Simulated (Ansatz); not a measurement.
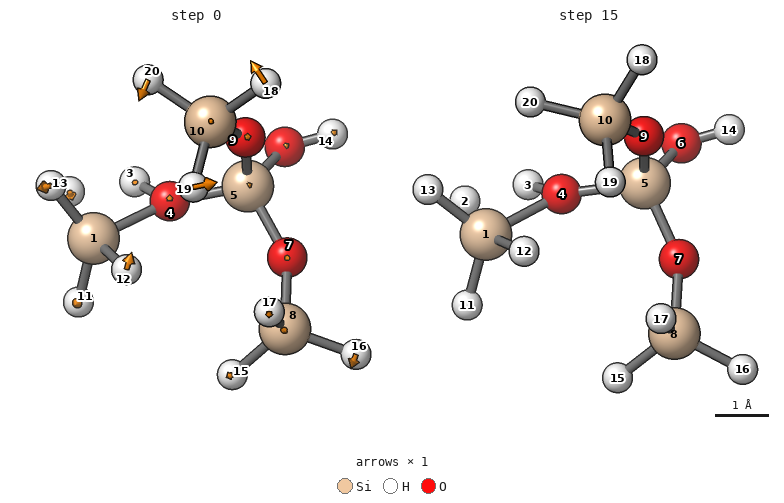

The structure of Si4H12O4 before (left) and after (right) a constrained relaxation, at one scale. The orange arrows give the displacements, at their true length.

Style: ball-and-stick. Shown from a free direction.

The reaction that was planned forms Si1–O4, H2–H3 and breaks Si1–H2, H3–O4 (atoms numbered from 1 in input order).

Computed with RKS PBE0-D4/def2-SVP (Ansatz). (held fixed: the distance between atoms 1 (Si) and 4 (O), the distance between atoms 2 (H) and 3 (H), the distance between atoms 1 (Si) and 2 (H), the distance between atoms 3 (H) and 4 (O), counting from 1; force threshold 0.04 eV/Å; at most 150 steps)

> Summarise the run.

Over 12 accepted moves (15 points after the start) the energy falls by 50.0 kJ/mol. Largest force component: 1.4 eV/Å at the start, 0.022 eV/Å at the end. The line search rejected the trial steps at points 3, 7, 12 of the run. The forces were under the threshold at step 6, but the run went on from there. The largest move after the best rigid fit is that of H19, 0.56 Å. By element the largest moves are H 0.56 Å, O 0.14 Å, Si 0.14 Å. Among the contacts that change: O4–Si5 1.625 → 1.698 Å, O7–Si8 1.629 → 1.670 Å, Si1–H11 1.454 → 1.489 Å, Si1–H12 1.497 → 1.530 Å. Among the angles between lasting bonds that change: H11–Si1–H13 134.3° → 117.0°, O4–Si1–H11 108.2° → 118.6°, O4–Si1–H13 110.6° → 118.6°. Groups turn about O9–Si10 by about 30°.
